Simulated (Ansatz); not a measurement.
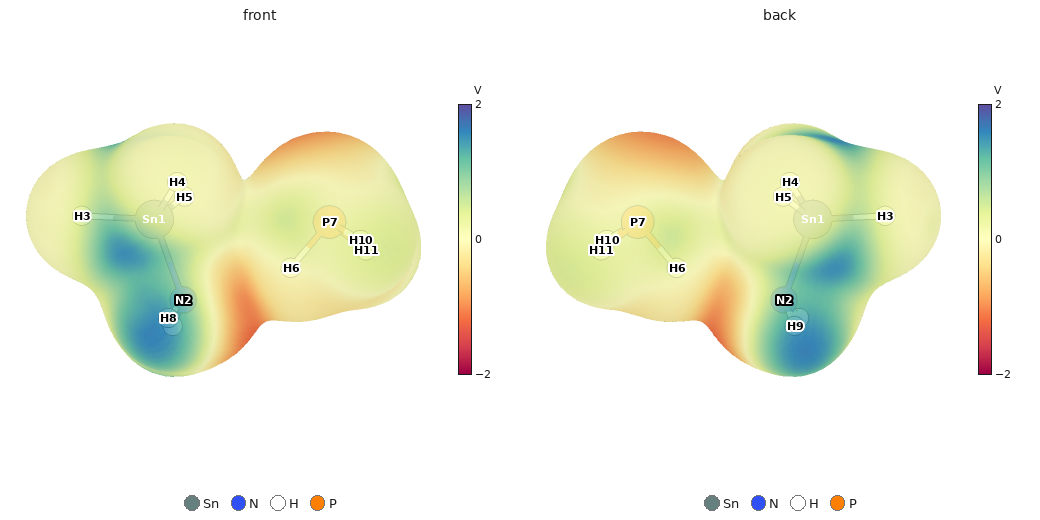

H$_{5}$NSn···PH$_{3}$. The molecular electrostatic potential painted on the density surface at 0.002 e/bohr³, seen from the front and from behind; red is negative and blue positive.

The reactant side of a reaction path; geometry: PBE0-D4/def2-TZVP; core potentials replace the inner electrons of Sn.

Method: RKS PBE0-D4/def2-TZVPP in Ansatz 0.2.0.

Input

```
crystal:
  periodic: [false, false, false]
  atoms:
    - {symbol: Sn, position_ang: [-0.946906, -1.378051, 0.678886]}
    - {symbol: N, position_ang: [1.044603, -0.947669, 0.648855]}
    - {symbol: H, position_ang: [-1.294746, -2.855954, 1.479263]}
    - {symbol: H, position_ang: [-1.687324, -0.083253, 1.500862]}
    - {symbol: H, position_ang: [-1.421555, -1.471624, -0.953958]}
    - {symbol: H, position_ang: [0.685136, 1.318892, -0.677615]}
    - {symbol: P, position_ang: [-0.245966, 2.209786, -1.276604]}
    - {symbol: H, position_ang: [1.440996, -0.861998, 1.576761]}
    - {symbol: H, position_ang: [1.587616, -1.648152, 0.159153]}
    - {symbol: H, position_ang: [0.322385, 3.360726, -0.670176]}
    - {symbol: H, position_ang: [0.515761, 2.357300, -2.465527]}
basis:
  gaussian: {orbitals: def2-TZVPP}
hamiltonian: {xc: pbe0, dispersion: d4}
output: {orbitals: {seedname: orbitals}}
```

Command:

```sh
ansatz run in.yaml --threads 4 --pin off --events-out ev --progress --plain --max-ram 9574MiB
```

### Which sites attract a positive test charge, and which a negative one?

A positive charge is drawn to the negative regions and a negative charge to the positive ones. The most negative region (about −1.1 V, or −25 kcal/mol for a unit charge) lies over N2, the most positive (about +1.6 V, or +37 kcal/mol for a unit charge) over Sn1, H8 and H9. N2 is the likeliest acceptor of a hydrogen bond.
